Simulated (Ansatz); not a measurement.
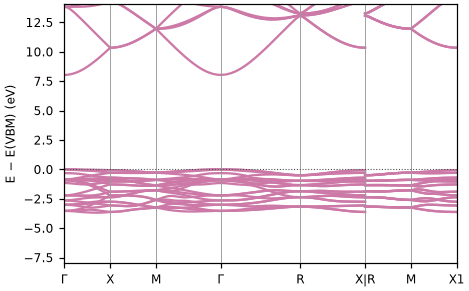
Figure. Band structure from the program Ansatz at the r²SCAN level (PAW)

Task: Read off the gap and where the band edges lie.

Result: About 8.0 eV (8.03 eV by a search for the band edges); maximum at Γ, minimum at Γ.

The material is MgF₂ in space group Pa-3 (No. 205; Mg on 4a, F on 8c).

The workflow started from a Materials Project entry (that database holds measured and hypothetical structures alike); the Crystallography Open Database copy checked does not list it. It is not the phase usual at ambient conditions (space group No. 136). Symmetry was held in the r²SCAN relaxation; whether a distortion lowers the energy is not shown.

Potentials: the later of the program's two PAW sets.
